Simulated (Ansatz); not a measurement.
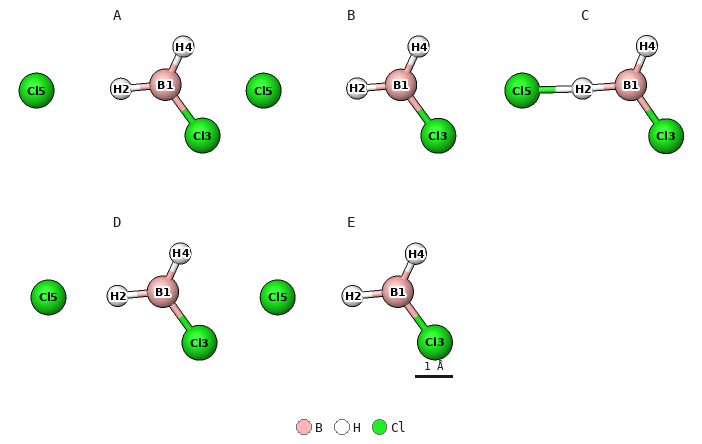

5 geometries from one relaxation of BH2Cl2 (multiplicity 2), in shuffled order. The picture is a ball-and-stick view, seen at a tilt.

The run prepares an end point of a later path (reaction) calculation, from a guessed geometry.

Level of theory: UKS PBE-D4/def2-SVP (Ansatz). Set-up: collinear spin; force threshold 0.03 eV/Å; at most 50 steps.

Question: Put them in the order of the run, from the start to the converged end.

Answer: B, A, E, D, C. They are steps 0, 2, 3, 4, 9, at +7.30 kcal/mol, +5.18 kcal/mol, +2.72 kcal/mol, +1.32 kcal/mol relative to the last. The largest move after the best rigid fit is that of Cl5, 0.68 Å. By element the largest moves are Cl 0.68 Å, H 0.24 Å, B 0.12 Å. Among the contacts that change: H2–Cl5 2.562 → 1.649 Å, B1–H2 1.205 → 1.327 Å, B1–Cl3 1.736 → 1.716 Å. New bonds form, among them: H2–Cl5 (2.56 → 1.65 Å). Bond angles that change, for instance: Cl3–B1–H4 120.8° → 124.4°, H2–B1–H4 120.7° → 118.4°. After 7 accepted moves (9 points after the start) the energy has fallen by 7.30 kcal/mol. The largest force component goes from 0.7 to 0.015 eV/Å. The line search rejected the trial steps at points 6, 8 of the run. Cost: 26 s on 1 thread of Arm Neoverse V2, on a shared host, peak memory 0.12 GiB.

Limits of the set-up: the start holds two separate molecules, 2.6 Å apart at their closest, whose relative position is a soft coordinate.
